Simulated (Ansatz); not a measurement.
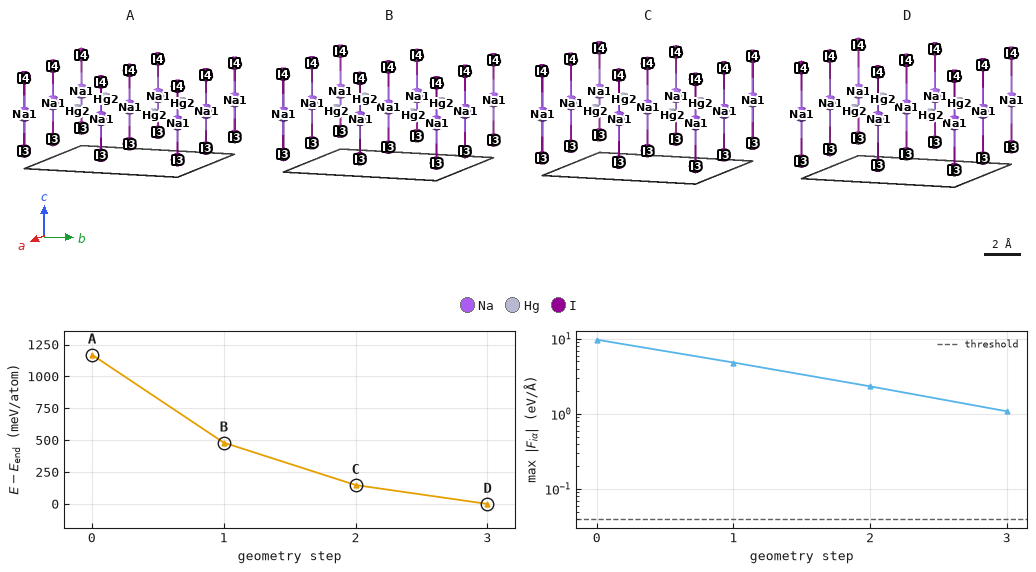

Frames of a relaxation of a free-standing layer of NaHgI₂ (a generated structure, set up in P4/mmm) (coarse preliminary run), marked on the history of the run. Style: ball-and-stick. Shown: the 2 × 2 repeat of the cell, outlined in the plane, without the vacuum, slightly off an axis.

All numbers below come from DFT PBE, scalar-relativistic, plane waves, PAW in Ansatz 0.2.0. Settings: plane-wave cutoff 420 eV; k-point mesh 4 × 4 × 1; occupations gaussian; smearing width 0.1 eV; no spin polarisation; cell and atoms relaxed; force threshold 0.04 eV/Å; at most 70 steps.

Question: What happens along the run?

Answer: The run failed before the relaxation converged. The largest moves, 0.57 Å, are those of I3 and I4. I4 goes along the normal (+c). Hg and Na stay in place. In the plane the drawn cell goes a 9.150 → 9.141 Å (−0.1 %), b 9.150 → 9.141 Å (−0.1 %). Some distances before and after: Na1–I3 2.078 → 2.646 Å. After 3 geometry steps the energy has fallen by 1171 meV per atom. Largest force component: 9.8 eV/Å at the start, 1.1 eV/Å at the end. The program noted that it reset the height of the cell. From step 0 to 1: I atoms move most (0.20 Å), energy −690 meV per atom. From step 1 to 2: I atoms move most (0.19 Å), energy −333 meV per atom. From step 2 to 3: I atoms move most (0.18 Å), energy −148 meV per atom.
